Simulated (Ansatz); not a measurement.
A series of calculations on BAsH₄O

Part 1: Relaxation

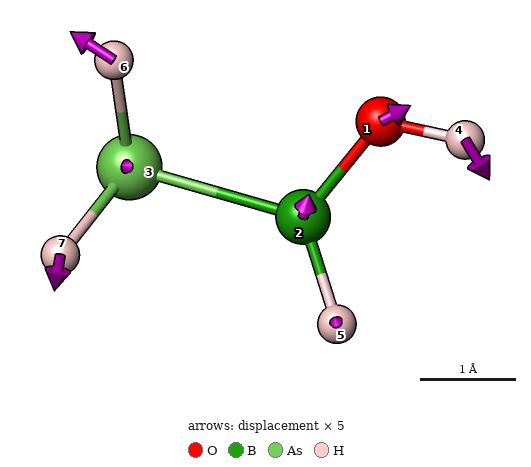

A relaxation of BAsH4O. The starting structure is drawn; purple arrows show the displacements, magnified 5 times. The two geometries are superimposed by the best rigid fit.

Style: ball-and-stick. Shown from a free direction.

The run prepares an end point of a later path (torsion) calculation, from a guessed geometry.

Method: RKS B3LYP/def2-SVP (Ansatz 0.2.0).

Input file:
```yaml
crystal:
  periodic: [false, false, false]
  atoms:
    - { symbol: O, position_ang: [-1.44196, 0.08348, -0.33286] }
    - { symbol: B, position_ang: [-0.20235, -0.39163, -0.43875] }
    - { symbol: As, position_ang: [0.95036, -0.25472, 1.22326] }
    - { symbol: H, position_ang: [-2.04038, 0.00806, -1.07832] }
    - { symbol: H, position_ang: [0.17371, -0.91179, -1.43582] }
    - { symbol: H, position_ang: [0.45168, 1.11186, 1.58011] }
    - { symbol: H, position_ang: [2.10895, 0.35475, 0.48237] }
basis:
  gaussian: { orbitals: def2-SVP }
hamiltonian:
  xc: b3lyp
relax:
  f_tol: 0.015
  max_steps: 40
output:
  orbitals: {}
```

Run as
```bash
ansatz run input.yaml --threads 1 --pin off --max-ram 2048MiB --backend cpu --events-out ev --progress --plain --runs-dir out
```

Atoms of which element are displaced furthest, and by how much?

Answer. Hydrogen: up to 0.11 Å, against 0.08 Å for oxygen.

What happened in the run?

Answer. The largest move after the best rigid fit is that of H6, 0.11 Å. Largest moves by element: H 0.11 Å, O 0.08 Å, B 0.06 Å, As 0.03 Å. Among the contacts that change: As3–H6 1.498 → 1.526 Å, B2–H5 1.186 → 1.213 Å, B2–As3 2.027 → 2.048 Å, O1–B2 1.332 → 1.349 Å. Among the angles between lasting bonds that change: B2–O1–H4 119.4° → 113.8°, H6–As3–H7 90.2° → 94.6°, O1–B2–As3 116.1° → 119.3°. After 6 geometry steps the energy has fallen by 0.070 eV. The largest force component goes from 0.69 to 0.014 eV/Å.

Part 2: Relaxation

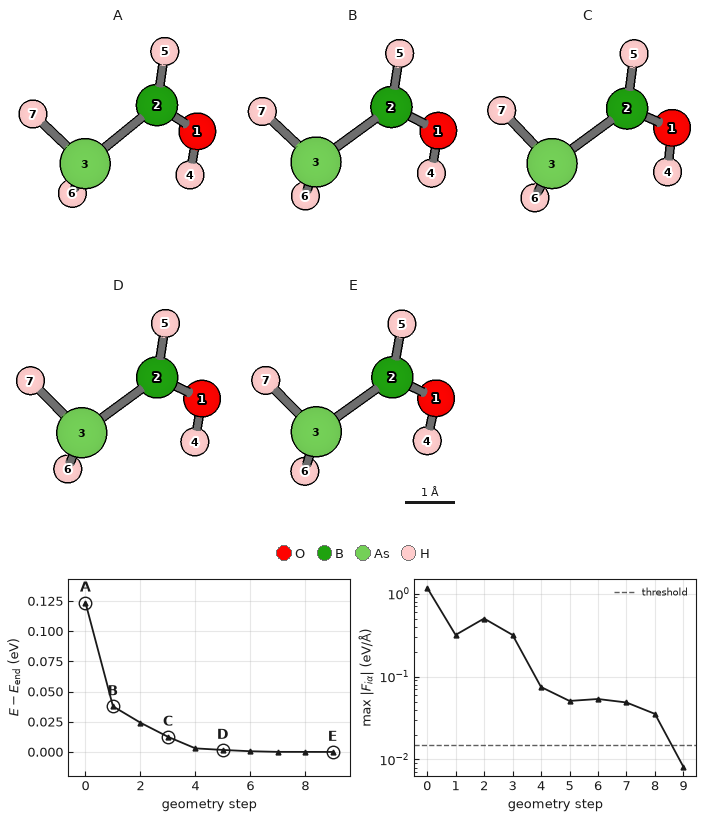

Frames of a relaxation of BAsH$_{4}$O, marked on the history of the run. A ball-and-stick model, seen at a tilt.

The run prepares an end point of a later path (torsion) calculation, from a guessed geometry.

Theory: RKS B3LYP/def2-SVP (Ansatz). Settings: no spin polarisation; force threshold 0.015 eV/Å; at most 40 steps.

Question: What happens along the run?

Answer: After 9 geometry steps the energy has fallen by 0.124 eV. The largest force component goes from 1.2 to 0.0081 eV/Å. The largest move after the best rigid fit is that of H6, 0.20 Å. Largest moves by element: H 0.20 Å, O 0.10 Å, As 0.10 Å, B 0.05 Å. Some distances before and after: As3–H6 1.498 → 1.533 Å, B2–As3 2.027 → 2.062 Å, B2–H5 1.186 → 1.208 Å, O1–B2 1.332 → 1.348 Å. Bond angles that change, for instance: O1–B2–As3 116.1° → 125.0°, O1–B2–H5 121.2° → 116.3°, B2–O1–H4 119.4° → 115.0°. From step 0 to 1: H7 moves most (0.16 Å), energy −0.086 eV. From step 1 to 3: H atoms move most (0.13 Å), energy −0.025 eV. From step 3 to 5: H6 moves most (0.06 Å), energy −0.011 eV. From step 5 to 9: H7 moves most (0.08 Å), energy −0.002 eV.

Part 3: Path

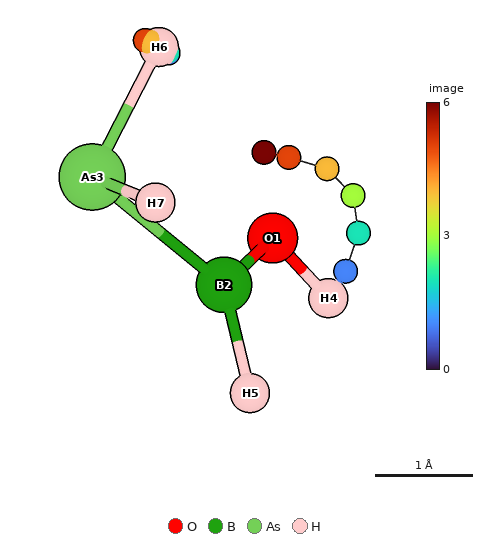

A nudged-elastic-band calculation for BAsH$_{4}$O. Images are numbered from 0 (start) to 6 (end). The start is drawn whole; smaller spheres mark the moving atoms (H) in the later images, joined by lines and coloured by the number of the image. The picture is a ball-and-stick view, seen from a free direction.

All numbers below come from RKS B3LYP/def2-SVP (Ansatz).

Input
```yaml
crystal:
  periodic: [false, false, false]
  atoms:
    - { symbol: O, position_ang: [-1.514965, 0.089897, -0.348942] }
    - { symbol: B, position_ang: [-0.24027, -0.346005, -0.428237] }
    - { symbol: As, position_ang: [0.962274, -0.231044, 1.225657] }
    - { symbol: H, position_ang: [-2.032739, -0.071842, -1.149214] }
    - { symbol: H, position_ang: [0.170806, -0.890559, -1.430922] }
    - { symbol: H, position_ang: [0.490629, 1.147104, 1.681543] }
    - { symbol: H, position_ang: [2.164275, 0.302458, 0.450106] }
basis:
  gaussian: { orbitals: def2-SVP }
hamiltonian:
  xc: b3lyp
neb:
  order_check: false
  images: 5
  f_tol: 0.05
  max_iterations: 53
  initial_path: idpp
  final_atoms:
    - { symbol: O, position_ang: [-1.42784139, -0.08265664, -0.86556589] }
    - { symbol: B, position_ang: [-0.16885166, -0.49885667, -0.62546041] }
    - { symbol: As, position_ang: [0.84286563, -0.23762168, 1.15187609] }
    - { symbol: H, position_ang: [-1.82516893, 0.44467766, -0.1596713] }
    - { symbol: H, position_ang: [0.35680226, -1.14566201, -1.500429] }
    - { symbol: H, position_ang: [0.1822062, 1.09466518, 1.5236407] }
    - { symbol: H, position_ang: [2.03999789, 0.42546317, 0.4756008] }
```

Launched with:
```bash
ansatz run input.yaml --threads 1 --pin off --max-ram 2048MiB --backend cpu --events-out ev --progress --plain --runs-dir out
```

Describe the path and its energy.

The motion is a rotation about the O1–B2 bond by about 180°. No bond forms or breaks between the ends. Bond angles that change up to the highest image, for instance: B2–O1–H4 113.8° → 125.0°, O1–B2–As3 119.3° → 121.4°. The energy climbs by 55.6 kJ/mol to image 3 and then falls by 53.9 kJ/mol, so the end point sits at +1.7 kJ/mol. The band is converged. At the top, the vibrational analysis gives one imaginary mode (793i cm⁻¹), as a transition state must have.
